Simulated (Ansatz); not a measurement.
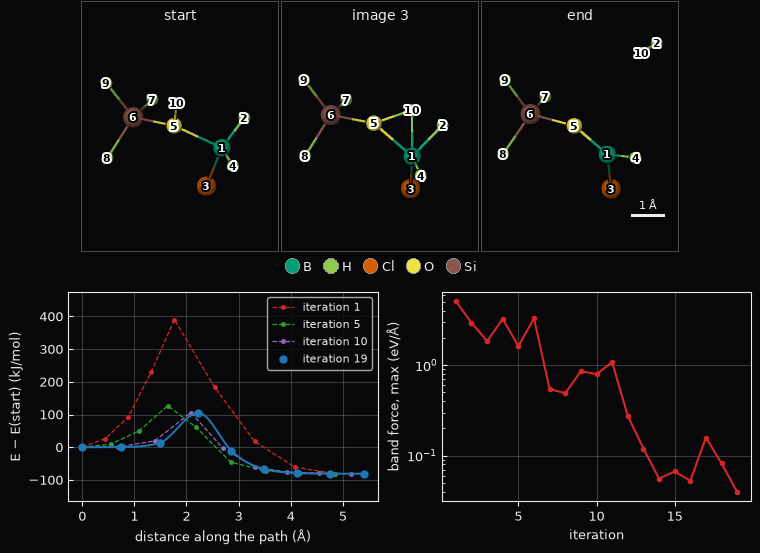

A nudged-elastic-band calculation for BSiH6OCl. Images are numbered from 0 (start) to 8 (end). The plot follows the band through its iterations. A ball-and-stick model, seen from a free direction.

All numbers below come from RKS PBE0/6-31G* in Ansatz 0.2.0. Settings: 7 movable images; climbing image; force threshold 0.05 eV/Å; iteration limit 53; starting path through a guess of the saddle point.

Q: How did the profile develop, and is the result final?

A: The result is final at these settings. The band converged in 19 iterations. The largest component of the band force went from 5.1 to 0.04 eV/Å. The climbing image converged on the top of the path. Its vibrational analysis gives one imaginary mode (1480i cm⁻¹), as a transition state must have. The first iteration put the highest image at 390.7 kJ/mol. The energy climbs by 105.1 kJ/mol to image 3 and then falls by 186.1 kJ/mol, so the end point sits at −81.0 kJ/mol.

The run took 9.1 min on 1 thread of Arm Neoverse V1 (shared host), peak memory 0.17 GiB.
